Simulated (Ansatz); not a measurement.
The end point of a relaxation of AlN. Computed with r2SCAN (plane waves to 500 eV, PAW, scalar-relativistic; Ansatz, an electronic-structure program).

F-43m (No. 216), cF8, zinc blende type; a = 4.370 Å, b = 4.370 Å, c = 4.370 Å, α = 90.00°, β = 90.00°, γ = 90.00°.

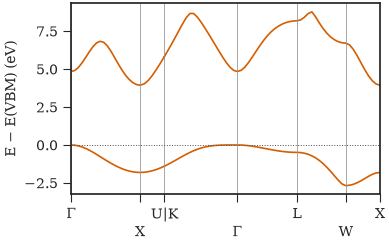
Highest filled and lowest empty band along the path of this cell's Brillouin zone

Task: Read off the gap and say whether it is direct.

Result: 3.94 eV, indirect (valence top at or next to Γ, conduction bottom at X) (no spin-orbit coupling).

Task: How far does the top valence band disperse along this path?

Result: About 2.7 eV.

No spin polarisation in the result.

Measured for AlN: a 4.368 Å (static lattice; corrected from measurement; as listed in Daniel Mejia-Rodriguez, S. B. Trickey, Phys. Rev. B (2018)); gap 5.34 eV (as listed in Daiki Deguchi et al., Japanese Journal of Applied Physics (2016)). Computed minus measured — a: r2SCAN 0.0 %; gap: r2SCAN -1.40 eV. The computed values are for a static lattice, and a measured gap can be an optical one, lowered by exciton binding.

It was reached from a disturbed copy of a Fdd2 (No. 43) cell, against which it lies -0.500 eV/atom.
